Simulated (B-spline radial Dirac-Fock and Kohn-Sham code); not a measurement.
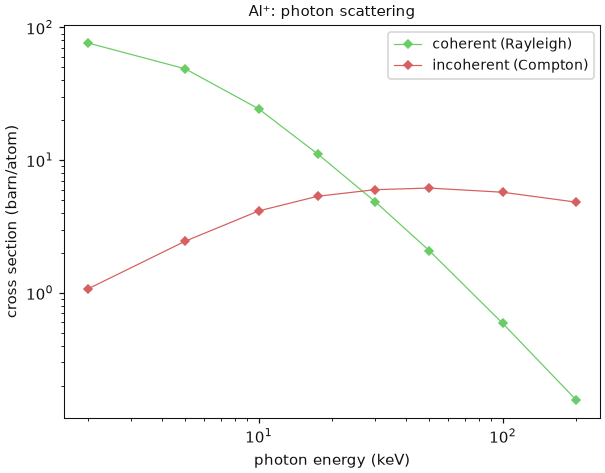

Coherent and incoherent photon scattering cross sections against photon energy, computed at the marked points and joined by straight lines. Species: the ion Al⁺, configuration [Ne] 3s1 3p1, which is not the ground configuration. Computed with a radial B-spline solver: Thomson × f² and Klein–Nishina × S on Dirac–Fock densities, without anomalous dispersion.

**What are the two cross sections at 10.00 keV?**

Coherent 24.4 b, incoherent 4.14 b.
